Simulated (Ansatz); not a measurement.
What As → Ga does to AlAs

Base system: AlAs in the zinc blende structure (space group F-43m, No. 216; a = 5.728 Å).

Modification: full substitution As → Ga, then cell and atoms are relaxed.

Method: PBE (Ansatz, a quantum-chemistry and plane-wave program), no SOC, earlier PAW set. Γ-centred 14×14×14 mesh, Fermi–Dirac width 0.05 eV, for the changed cell.

```yaml
volume_per_atom: 25.93 Å³ (base 23.49 Å³)
density: 3.10 g/cm³ (base 3.60 g/cm³)
lattice_parameter_a: 5.919 Å (base 5.728 Å)
space_group: F-43m (No. 216) (base F-43m (No. 216))
shortest_interatomic_distance: 2.563 Å (base 2.480 Å)
band_gap: zero (base 1.50 eV)
```

Final structure:

```yaml
crystal:
  lattice:
    - [0.00000, 2.95968, 2.95968]
    - [2.95968, 0.00000, 2.95968]
    - [2.95968, 2.95968, 0.00000]
  atoms:
    - { symbol: Ga, position: [0.75000, 0.75000, 0.75000] }
    - { symbol: Al, position: [0.00000, 0.00000, 0.00000] }
```

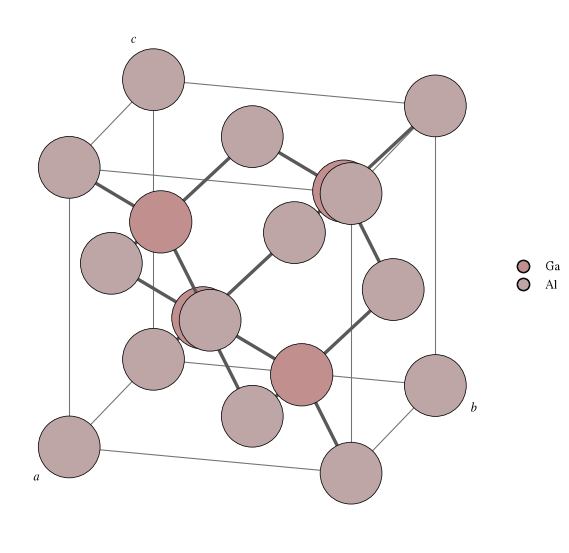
Figure: The relaxed conventional cell after the change

Cost of the whole job for the changed cell (relaxation, final SCF and bands): very roughly 40 core-seconds.

No phonon test of stability was made. As relaxed here, AlGa is a hypothetical phase, not in the database extracts checked.
